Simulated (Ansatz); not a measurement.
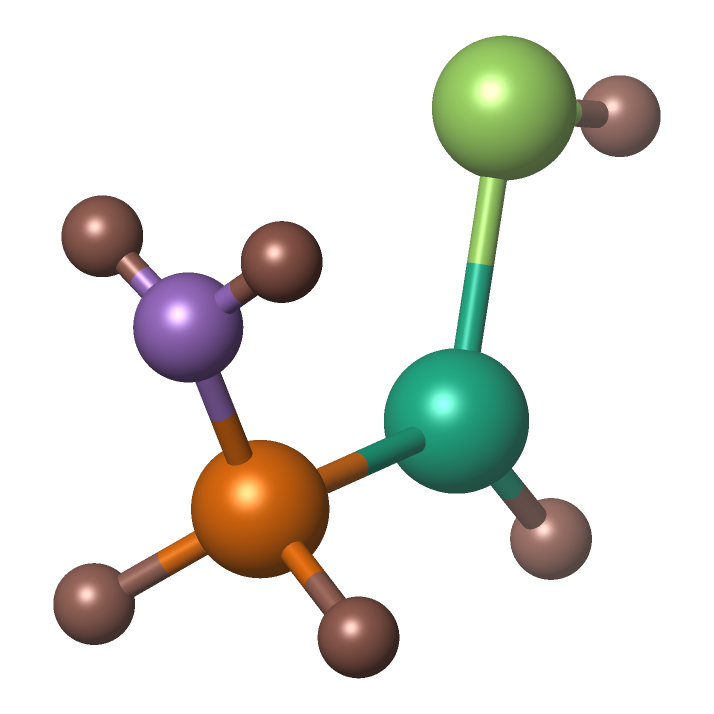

Rendered structure (ball-and-stick style). Colours: nitrogen purple, silicon orange, aluminium teal, selenium green, hydrogen brown.

The computed structure is the end point of a PBE0-D4/def2-TZVP optimisation. No frequency run is at hand to confirm it as a minimum.

Describe the molecule.

The molecule is AlH6NSeSi. SMILES: `N[SiH2][AlH][SeH]`. Among its groups: Si–H bond, Si–N bond. This geometry has Cs symmetry. Coordination, clear cases only: 1 Si tetrahedral; 1 Al trigonal planar; 1 Se bent.

More results for the same structure follow; atom numbers are the same in all pictures, views and colours differ.

## Shape

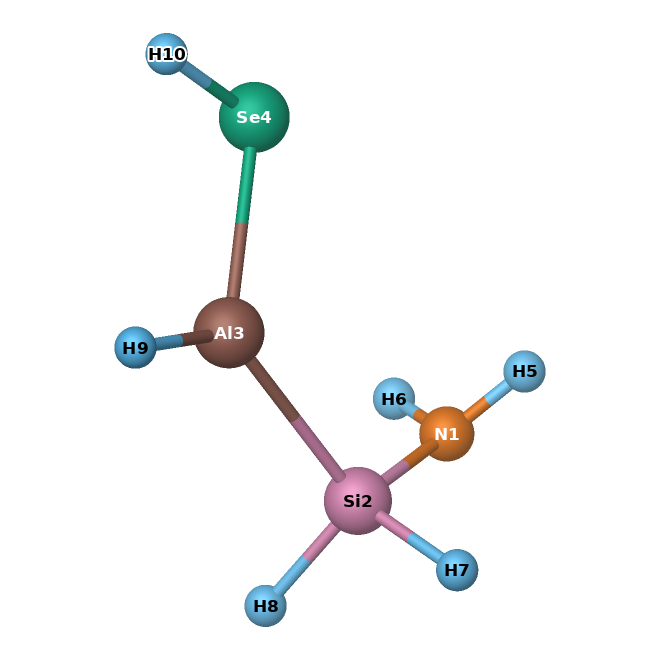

The atoms are numbered. No frequency run is at hand to confirm it as a minimum.

Give the bond lengths.

```tsv
bond	length (Å)
N1–Si2	1.736
N1–H5	1.009
N1–H6	1.009
Si2–Al3	2.464
Si2–H7	1.492
Si2–H8	1.492
Al3–Se4	2.329
Al3–H9	1.588
Se4–H10	1.469
```

## Dipole moment

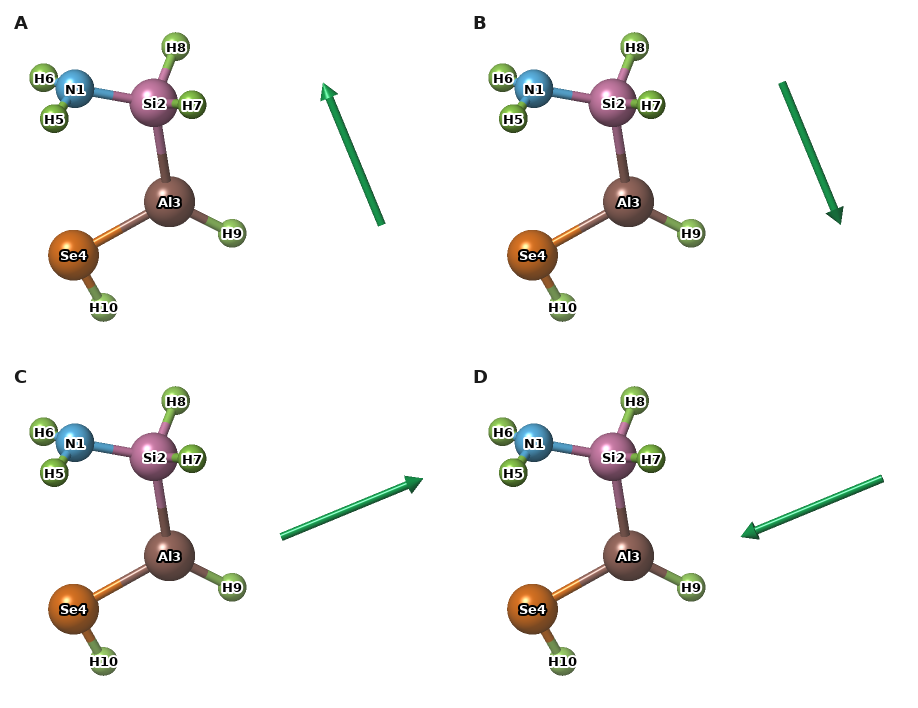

The same molecule four times, each with an arrow. No frequency run is at hand to confirm it as a minimum. Properties computed with RKS PBE-D4/def2-TZVPP (Ansatz 0.2.0).

**Which arrow points along the dipole moment, from the negative to the positive end?**

D. The dipole moment is 0.46 D; it points from the side of H7, H8 to the side of Se4, H10 (the outermost atoms at the two ends).

## Levels of theory compared

No frequency run is at hand to confirm it as a minimum. Program: Ansatz 0.2.0.

At this fixed geometry, give HOMO energy (eV) at these levels: B3LYP-D4/def2-TZVPP; PBE-D4/def2-TZVPP; PBE0-D4/def2-TZVPP; r2SCAN-D4/def2-TZVPP; ωB97M-V/def2-TZVPP; ωB97X-V/def2-TZVPP.

```csv
level,HOMO energy (eV)
B3LYP-D4/def2-TZVPP,−6.48
PBE-D4/def2-TZVPP,−5.51
PBE0-D4/def2-TZVPP,−6.67
r2SCAN-D4/def2-TZVPP,−5.75
ωB97M-V/def2-TZVPP,−8.73
ωB97X-V/def2-TZVPP,−8.92
```

## Charges

The questions are on Mulliken charges. No frequency run is at hand to confirm it as a minimum. Properties computed with RKS PBE-D4/def2-TZVPP (Ansatz 0.2.0).

**Which atom carries the highest charge (most positive or least negative)?**

Al3 (0.31 e).

**And the lowest?**

N1 (−0.37 e).

List the Mulliken charges.

```tsv
atom	value (e)
N1	−0.37
Si2	0.13
Al3	0.31
Se4	−0.22
H5	0.15
H6	0.15
H7	−0.06
H8	−0.06
H9	−0.11
H10	0.06
```

Mulliken values depend strongly on the basis set and can even reverse the polarity of a bond.
